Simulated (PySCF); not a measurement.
BNH$_{4}$: frequency calculation

BNH$_{4}$, SMILES BN, computed with HF/Roos-DZ, RHF (PySCF 2.14.0).

The geometry was optimised with HF/Roos-DZ symmetrised.

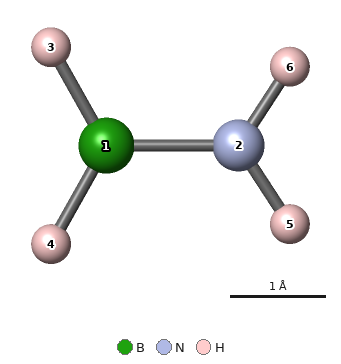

Fig. 1: The input geometry (ball-and-stick view, seen on its broad side; atoms are numbered from 1 in the order of the input).

Key numbers

```csv
quantity,value
outcome,converged
total energy,−81.528299 hartree
basis functions,82
HOMO,−11.95 eV
LUMO,1.01 eV
zero-point energy,0.050435 hartree
dipole moment,1.65 D
"wavenumbers, lowest and highest",622 and 3918 cm⁻¹
hardware,"1 thread of Arm Neoverse V1, 24 GiB of memory available, shared host"
wall time,15 s
peak memory,0.35 GiB
```

Input file (input.py)
```python
import numpy
from pyscf import gto, symm
from pyscf.hessian import thermo

mol = gto.Mole()
mol.atom = [
    ('B', (-0.171738, -0.749591, -0.019962)),
    ('N', (0.138669, 0.605250, 0.016119)),
    ('H', (0.110642, -1.437159, 0.910283)),
    ('H', (-0.714336, -1.197796, -0.980455)),
    ('H', (-0.070589, 1.227817, -0.726078)),
    ('H', (0.589331, 1.036345, 0.786375)),
]
mol.basis = 'roos-dz'
mol.max_memory = 1860
mol.verbose = 4
mol.spin = 0
mol.build()

mf = mol.RHF()
mf = mf.density_fit(auxbasis='def2-universal-jkfit')
mf.kernel()

e_tot = mf.e_tot
print('Final energy', e_tot)
hess = mf.Hessian().kernel()
modes = thermo.harmonic_analysis(mol, hess)
print('frequencies (1/cm)', numpy.round(modes['freq_wavenumber'], 1))
symm.geom.TOLERANCE = 1e-3  # for the symmetry number
th = thermo.thermo(mf, modes['freq_au'], 298.15, 101325)
thermo.dump_thermo(mol, th)
```

Launch command:
```bash
OMP_NUM_THREADS=1 python input.py
```

What the program printed
```
PySCF version 2.14.0

[INPUT] num. atoms = 6
[INPUT] num. electrons = 16
[INPUT] charge = 0
[INPUT] spin (= nelec alpha-beta = 2S) = 0
[INPUT] symmetry False subgroup None
[INPUT] Mole.unit = angstrom
[INPUT] Symbol           X                Y                Z      unit          X                Y                Z       unit  Magmom
[INPUT]  1 B     -0.171738000000  -0.749591000000  -0.019962000000 AA   -0.324537785181  -1.416521695439  -0.037722712899 Bohr   0.0
[INPUT]  2 N      0.138669000000   0.605250000000   0.016119000000 AA    0.262046431967   1.143756736893   0.030460495402 Bohr   0.0
[INPUT]  3 H      0.110642000000  -1.437159000000   0.910283000000 AA    0.209083077874  -2.715836907454   1.720185565847 Bohr   0.0
[INPUT]  4 H     -0.714336000000  -1.197796000000  -0.980455000000 AA   -1.349899400917  -2.263506393100  -1.852791427460 Bohr   0.0
[INPUT]  5 H     -0.070589000000   1.227817000000  -0.726078000000 AA   -0.133393877407   2.320237861085  -1.372088565072 Bohr   0.0
[INPUT]  6 H      0.589331000000   1.036345000000   0.786375000000 AA    1.113674186716   1.958408220562   1.486033381205 Bohr   0.0

nuclear repulsion = 32.4106576610899
number of shells = 14
number of NR pGTOs = 202
number of NR cGTOs = 82
basis = roos-dz
ecp = {}

******** <class 'pyscf.df.df_jk.DFRHF'> ********
method = DFRHF
initial guess = minao
damping factor = 0
level_shift factor = 0
DIIS = <class 'pyscf.scf.diis.CDIIS'>
diis_start_cycle = 1
diis_space = 8
diis_damp = 0
SCF conv_tol = 1e-09
SCF conv_tol_grad = None
SCF max_cycles = 50
direct_scf = False
Set gradient conv threshold to 3.16228e-05
Initial guess from minao.
******** <class 'pyscf.df.df.DF'> ********
auxbasis = def2-universal-jkfit
init E= -81.5804367072958
  HOMO = -0.34580421165003  LUMO = 0.0299307097064917  gap/eV = 10.22427
cycle= 1 E= -81.5046124534841  delta_E= 0.0758  |g|= 0.255  |ddm|= 2.98
  HOMO = -0.437880792542605  LUMO = 0.0370993472941347  gap/eV = 12.92487
cycle= 2 E= -81.5265407743643  delta_E= -0.0219  |g|= 0.0658  |ddm|= 0.437
  HOMO = -0.449107282869914  LUMO = 0.0370313872657205  gap/eV = 13.22851
cycle= 3 E= -81.5280751012756  delta_E= -0.00153  |g|= 0.0292  |ddm|= 0.114
  HOMO = -0.438052094692564  LUMO = 0.037108112088782  gap/eV = 12.92977
cycle= 4 E= -81.5282891768463  delta_E= -0.000214  |g|= 0.00528  |ddm|= 0.0393
  HOMO = -0.439265343924234  LUMO = 0.0371092964619579  gap/eV = 12.96281
cycle= 5 E= -81.5282985188139  delta_E= -9.34e-06  |g|= 0.000884  |ddm|= 0.00829
  HOMO = -0.439336341988429  LUMO = 0.0371047731762848  gap/eV = 12.96462
cycle= 6 E= -81.5282990100002  delta_E= -4.91e-07  |g|= 0.000215  |ddm|= 0.00242
  HOMO = -0.439281366498319  LUMO = 0.0371046636767568  gap/eV = 12.96312
cycle= 7 E= -81.5282990486522  delta_E= -3.87e-08  |g|= 6.18e-05  |ddm|= 0.000499
  HOMO = -0.439280935761362  LUMO = 0.0371045210308433  gap/eV = 12.96311
cycle= 8 E= -81.5282990511628  delta_E= -2.51e-09  |g|= 1.41e-05  |ddm|= 0.000137
  HOMO = -0.439281148696744  LUMO = 0.0371044898889999  gap/eV = 12.96311
cycle= 9 E= -81.5282990513327  delta_E= -1.7e-10  |g|= 3.04e-06  |ddm|= 4.32e-05
  HOMO = -0.439280941451215  LUMO = 0.0371044970816939  gap/eV = 12.96311
Extra cycle  E= -81.5282990513371  delta_E= -4.43e-12  |g|= 1.25e-06  |ddm|= 5.52e-06
converged SCF energy = -81.5282990513371
Final energy -81.5282990513371
frequencies (1/cm) [ 621.8  791.6  861.9 1100.3 1214.6 1219.6 1433.9 1779.3 2654.4 2717.1
 3825.4 3918.4]
temperature 298.1500 [K]
pressure 101325.00 [Pa]
Rotational constants [GHz] 141.78072 27.75608 23.21193
Symmetry number 2
Zero-point energy (ZPE) 0.05043 [Eh]   132416.542 [J/mol]
                           tot       elec      trans        rot        vib
Entropy [J/mol/K]       227.560      0.000    150.677     72.913      3.970
Cv [J/mol/K]             37.477      0.000     12.472     12.472     12.533
Cp [J/mol/K]             45.791      0.000     20.786     12.472     12.533
Internal energy [J/mol]                      3718.434   3718.434 133350.556
Internal energy [Eh]   -81.47468  -81.52830
Enthalpy [J/mol]                             6197.391   3718.434 133350.556
Enthalpy [Eh]          -81.47373
Gibbs free energy [J/mol]                  -38726.833 -18020.720 132166.867
Gibbs free energy [Eh] -81.49957
```

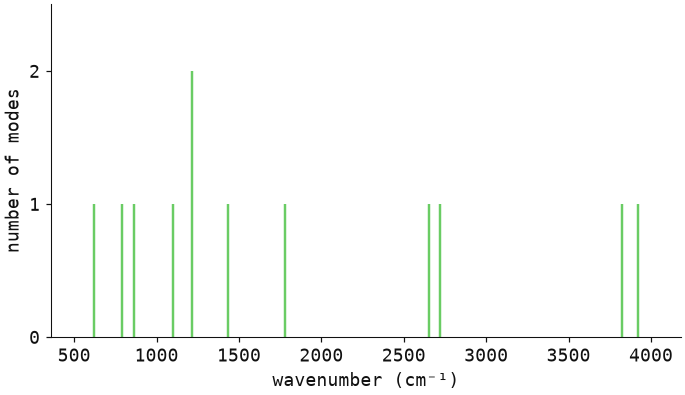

Fig. 2: Harmonic vibrational wavenumbers from the force constants; neighbouring modes closer than 15 cm⁻¹ are counted in one stick. 12 modes from 622 to 3918 cm⁻¹, none imaginary.

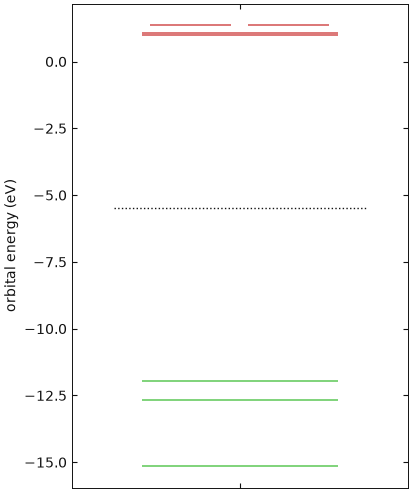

Fig. 3: Orbital energies near the frontier; the dotted line parts filled from empty levels, and levels within 0.02 eV of each other stand side by side. Highest filled −11.95 eV, lowest empty 1.01 eV, 12.96 eV apart.
